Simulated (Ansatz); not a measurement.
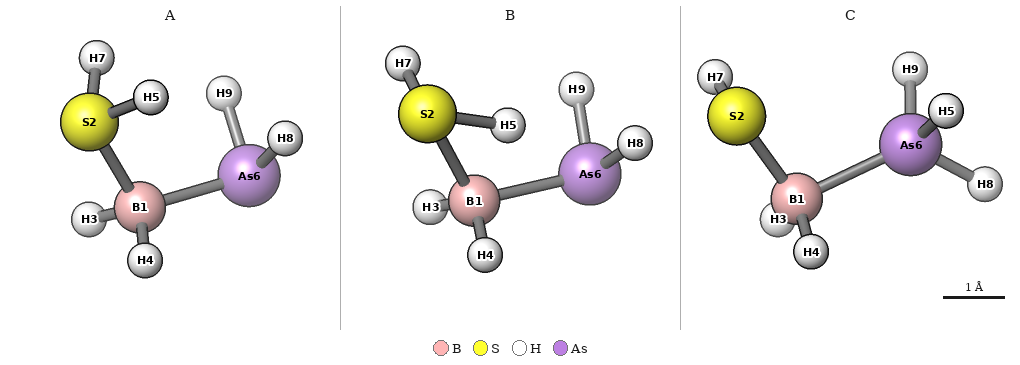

Three geometries of BAsH6S: a saddle point and the two minima that it joins, in shuffled order. Style: ball-and-stick. Shown at a tilt. Sticks join atoms that are closer than about 1.2 times the sum of their covalent radii (a little more with hydrogen).

Stationary points at PBE0-D4/def2-TZVP, single-point energies with CCSD(T)/CBS, BLYP-D4, wB97M-V (def2-TZVPP where no basis is named; Ansatz 0.2.0). The energies are electronic, without zero-point or thermal terms, and both ends are the minima reached downhill from the saddle, with any fragments still in contact. CCSD(T)/CBS stands for a frozen-core estimate: MP2 correlation extrapolated from def2-TZVPP and def2-QZVPP, CCSD(T) minus MP2 from the smaller set.

### Identify the saddle point and describe the reaction.

Frame B is the saddle point. From C over the saddle to A, a bond forms: S2–H5 (3.49 → 1.56 → 1.35 Å). A bond breaks: H5–As6 (1.50 → 2.03 → 3.38 Å). The saddle has one imaginary mode, 487i cm⁻¹. With CCSD(T)/CBS the barrier is 25.9 kcal/mol from C and 17.7 kcal/mol from A, and A lies 8.2 kcal/mol above C.

```
      level  barrier from C (kcal/mol)  barrier from A (kcal/mol)  A less C (kcal/mol)
CCSD(T)/CBS                       25.9                       17.7                  8.2
    BLYP-D4                       21.7                       13.6                  8.1
    wB97M-V                       26.2                       18.0                  8.3
```

Against CCSD(T)/CBS, wB97M-V comes closest on the barrier from C (+0.3 kcal/mol) and BLYP-D4 misses most (−4.2 kcal/mol).
